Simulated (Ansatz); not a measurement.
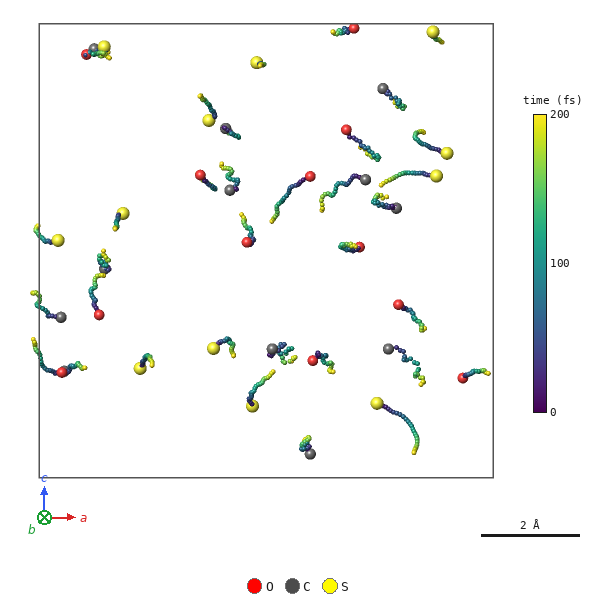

First-principles dynamics of a periodic cell with 12 OCS at 1.502 g/cm³, 200 fs long. It starts from the last geometry of an earlier run, with fresh velocities. Dots mark each atom's position at evenly spaced times, coloured by time; spheres stand at the starting positions. Seen along the b axis in the simulation cell.

Method: DFT PBEsol, scalar-relativistic, plane waves, PAW in Ansatz. Set-up: plane-wave cutoff 420 eV; k-point mesh 1 × 1 × 1; Fermi-Dirac smearing 0.05 eV; low-accuracy preset; Nosé-Hoover thermostat (NVT); set temperature 400 K; time step 1 fs; thermostat time 3.0 fs.

Describe the motion.

In the second half of the run the atoms are, in the root-mean-square, this far from where they began (common drift taken out): S 0.72 Å, O 0.69 Å, C 0.56 Å. The heavy atoms stay within a fraction of a molecule's size of their starting places; so short a run doesn't tell a liquid from a solid. Over the second half the temperature averages 400 K (spread ±32 K). The potential energy is still drifting at the end, so the run hasn't reached equilibrium. The potential energy in the second half lies on average 3.0 meV per atom above the first frame. The thermostat's time constant is so short that it disturbs the motion.

Limits of the set-up: the program's low-accuracy preset was used.
